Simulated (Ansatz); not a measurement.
The starting structures come from a database of crystals and need not be the phases stable at ambient conditions.

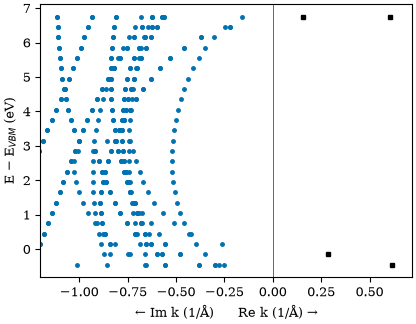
*Complex bands at the centre of the two-dimensional zone; Ansatz (an electronic-structure program) with r2SCAN*

No gap correction and no spin-orbit coupling; mid-gap values are interpolated between computed energies.

Task: This is YPO4 (I4_1/amd, not sure to be the ambient phase, 12 atoms a cell, 11.9 Å³ an atom) along the normal of (110). Read off the slowest decay at the centre of the two-dimensional zone at 3.15 eV, the computed energy nearest the middle of the gap.

Result: κ ≈ 0.52 1/Å, a decay length 1/(2κ) of the density of 0.97 Å.
